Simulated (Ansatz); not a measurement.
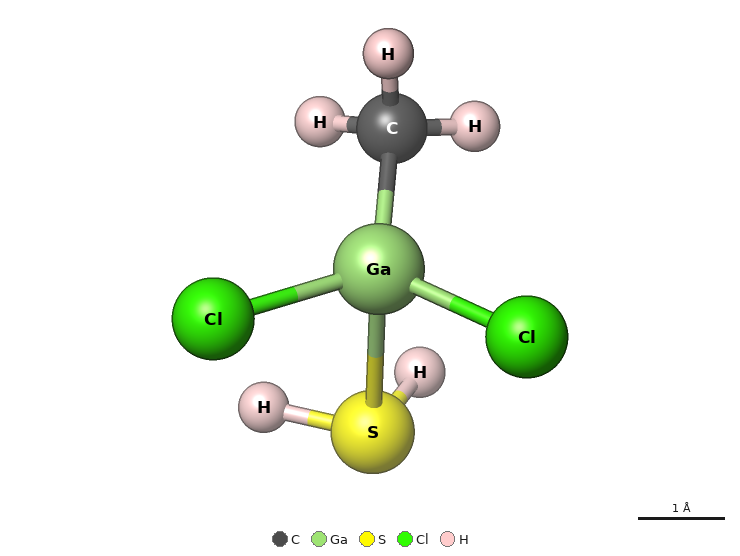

Atoms fade into the background with distance from the viewer. Computed geometry: PBE-D4/def2-SVP optimisation. No frequency run is at hand to confirm it as a minimum. Masses are those of the most abundant isotopes; constants are for the rigid equilibrium geometry.

Classify the rotor and give the rotational constants (cm⁻¹).

Answer. An asymmetric top (C1): A = 0.0467, B = 0.0443, C = 0.0361 cm⁻¹. Ray's parameter κ is 0.55, nearer the oblate limit.
